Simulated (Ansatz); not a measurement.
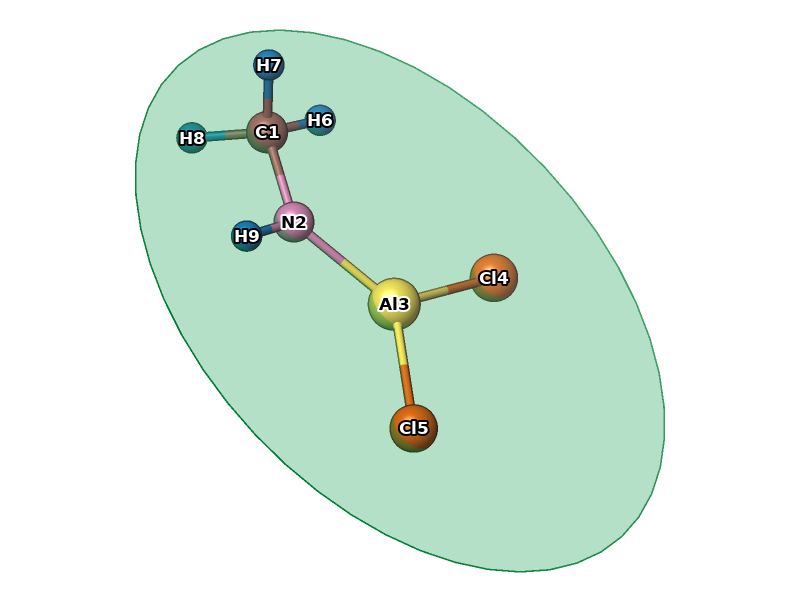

A disc through the centre of mass is drawn in. Depth is shown by fading: the farther an atom, the more it takes the colour of the background. The computed structure is the end point of a PBE0-D4/def2-TZVP optimisation.

Is the plane of the disc a mirror plane of the structure?

Yes. The reflection leaves C1, N2, Al3, Cl4, Cl5, H6, H9 in place and moves H7 ↔ H8. The point group is Cs.
